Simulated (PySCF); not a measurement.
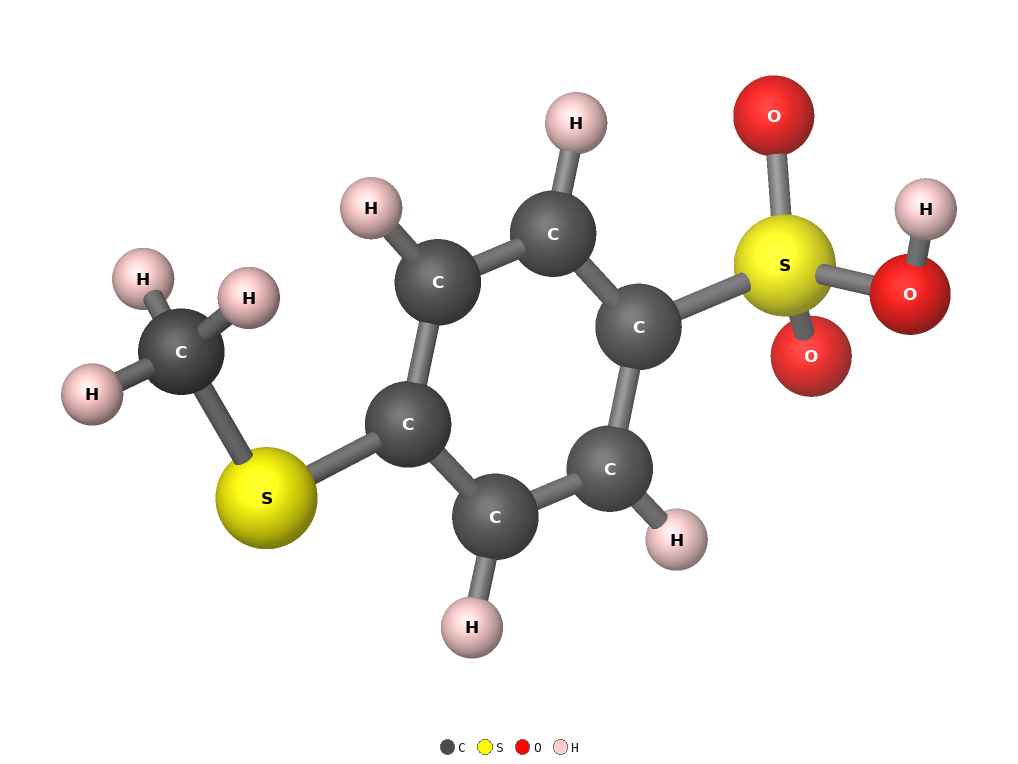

Description:

It has 20 atoms: 7 carbon, 8 hydrogen, 3 oxygen and 2 sulfur (C7H8O3S2). As SMILES it reads `CSc1ccc(S(=O)(=O)O)cc1`. Independent rings (smallest set): 1 of 6 members, 1 of them aromatic. Among its groups: thioether. This geometry has C1 symmetry. Coordination: 1 C tetrahedral; 1 S bent; 6 C trigonal planar; 1 S tetrahedral; 1 O bent.

More results for the same structure follow; atom numbers are the same in all pictures, views and colours differ. The computed structure is the end point of a PBE0-D3(BJ)/def2-SVP optimisation. No frequency run is at hand to confirm it as a minimum.

## Geometry

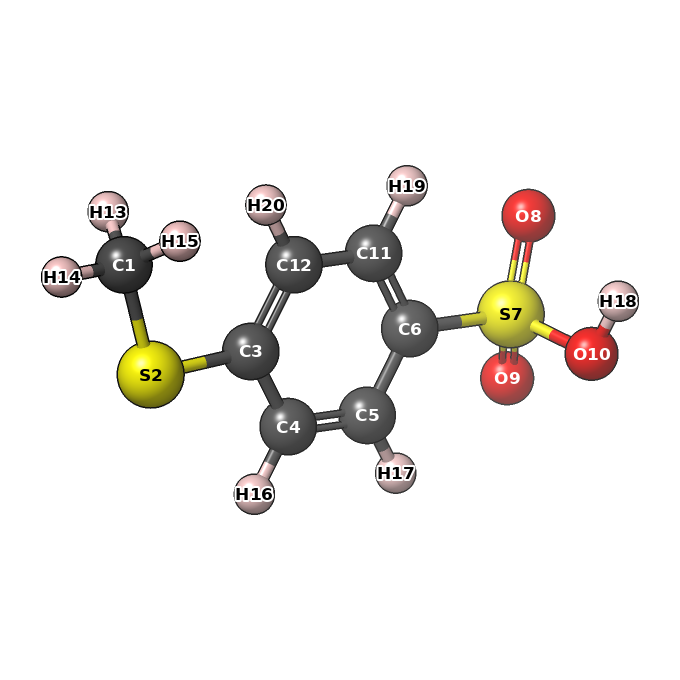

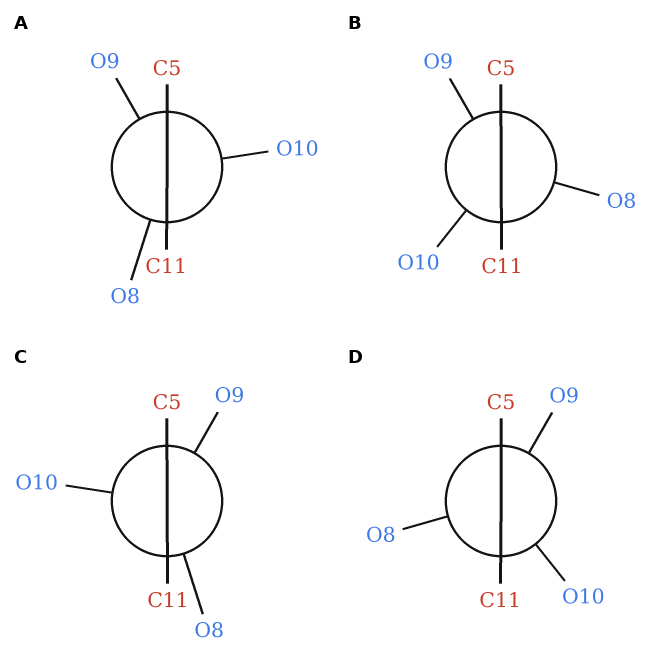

Distant atoms are faded towards the background colour. Bonds that would overlap in a projection are set slightly apart. No frequency run is at hand to confirm it as a minimum.

Which Newman projection shows the view along C6–S7, with C6 in front?

Answer. C. The torsion angle C5–C6–S7–O10 is −81°, about perpendicular.

## Bond orders

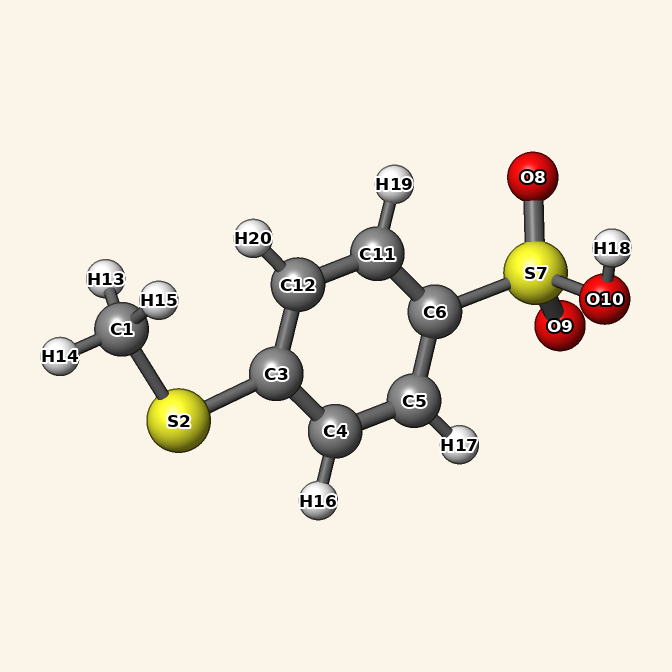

The thickness of each stick grows with its Mayer bond order. No frequency run is at hand to confirm it as a minimum. Computed with PBE0/pcSseg-1 in methanol (IEF-PCM) (PySCF 2.14.0).

List the Mayer bond orders of C1–S2, S2–C3, C3–C4, C3–C12, C4–C5, C5–C6, C6–S7, C6–C11, S7–O8, S7–O9, S7–O10, C11–C12 (bonds between heavy atoms, one of each equivalent set).

```csv
bond,Mayer order,length (Å)
C1–S2,1.00,1.798
S2–C3,1.10,1.753
C3–C4,1.32,1.408
C3–C12,1.32,1.402
C4–C5,1.50,1.385
C5–C6,1.31,1.397
C6–S7,0.95,1.763
C6–C11,1.36,1.391
S7–O8,1.73,1.454
S7–O9,1.76,1.444
S7–O10,0.96,1.627
C11–C12,1.46,1.392
```

## Electronic properties

No frequency run is at hand to confirm it as a minimum. Level of theory: PBE0/pcSseg-1 in water (IEF-PCM) (PySCF 2.14.0).

Estimate the HOMO energy (Kohn–Sham orbital).

Answer. −6.56 eV.

Give the HOMO–LUMO gap at this level.

Answer. 5.24 eV.

Give the dipole moment at this level.

Answer. 7.41 D.

## NMR shielding

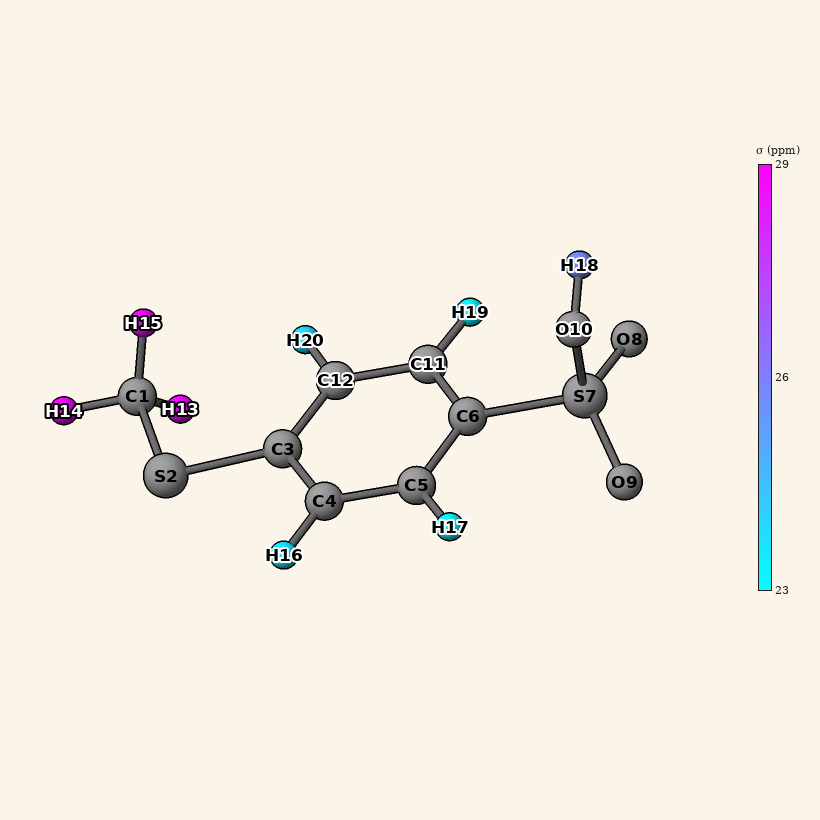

Atoms are coloured by their isotropic NMR shieldings (H only, the others grey). No frequency run is at hand to confirm it as a minimum. Method: GIAO PBE0/pcSseg-1 NMR shielding, non-relativistic, IEF-PCM methanol (PySCF 2.14.0).

Which H atom is the most shielded (lowest chemical shift)?

Answer. H14 (28.75 ppm).

Which H atom is the least shielded (highest chemical shift)?

Answer. H19 (23.14 ppm).

How wide is the range of H shifts?

Answer. 5.61 ppm.

List the isotropic NMR shieldings of the H atoms.

```tsv
atom	σ (ppm)
H13	28.68
H14	28.75
H15	28.69
H16	23.54
H17	23.28
H18	25.72
H19	23.14
H20	23.87
```
